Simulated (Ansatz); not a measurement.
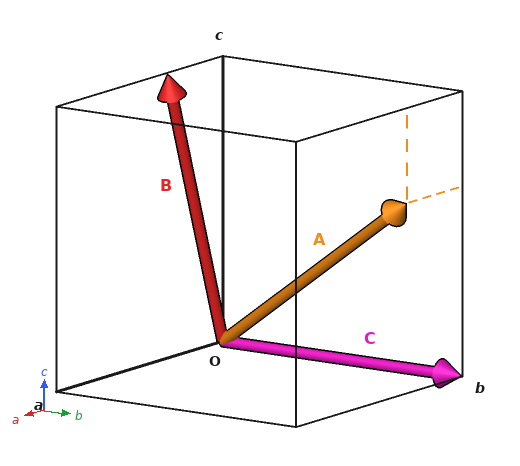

Each arrow starts at a corner of the unit cell and ends on its surface; where a tip isn't a corner, dashed lines run from it parallel to the axes. Crystal: Ni, the input geometry of an electronic-structure calculation (not necessarily at equilibrium). Symmetry computed with spglib at a tolerance of 0.002 Å; standard conventional cell.

a = 3.520 Å, b = 3.520 Å, c = 3.520 Å, α = 90.00°, β = 90.00°, γ = 90.00°.

Which lattice directions are drawn?

Answer. Arrow A runs from (0, 0, 0) to (1/3, 1, 2/3), so [1 3 2]; Arrow B runs from (0, 0, 0) to (1/3, 0, 1), so [1 0 3]; Arrow C runs from (0, 0, 0) to (0, 1, 0), so [0 1 0].

How long is the vector ua + vb + wc in each case, and what angles do the directions make?

Answer. A 13.171 Å; B 11.131 Å; C 3.520 Å. A–B: 53.7°. A–C: 36.7°. B–C: 90.0°.
